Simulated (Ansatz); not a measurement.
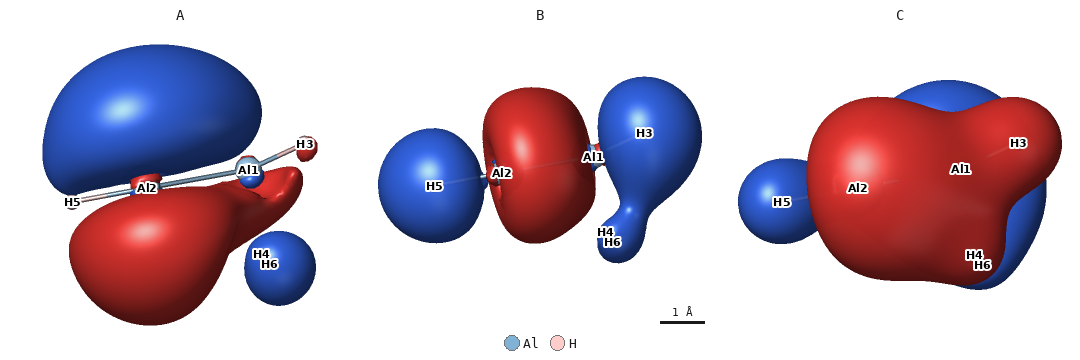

Figure 1: Al2H4. Three frontier orbitals at ±0.06 Å⁻³ᐟ² (red and blue are the two phases), in no order.

Geometry: PBE0-D4/def2-TZVP; at this geometry the atoms fall into two loosely joined parts.

Level of theory: RKS PBE0-D4/def2-TZVPP (Ansatz).

```xyz
6

Al   -0.2749   -1.6551    0.7625
Al    0.6922    0.6110    0.0622
H    -1.8900   -1.5738    0.7255
H    -0.5817   -1.3633   -1.3826
H     2.1153    1.3779    0.0660
H    -0.2241   -2.0542   -1.2907
```

Which picture is the HOMO−1, the HOMO and the LUMO?

Answer. B is the HOMO−1 (−7.24 eV). Its weight (Hirshfeld) is mainly on Al2 (about 35 %), Al1 (about 30 %), H3 (about 15 %) and H5 (about 15 %). C is the HOMO (−5.32 eV). Its weight (Hirshfeld) is mainly on Al1 (about 50 %) and Al2 (about 35 %). A is the LUMO (−2.27 eV). It lies mainly on Al2 (about 70 %) and Al1 (about 20 %).

What is the HOMO–LUMO gap?

Answer. 3.05 eV between the orbital energies.
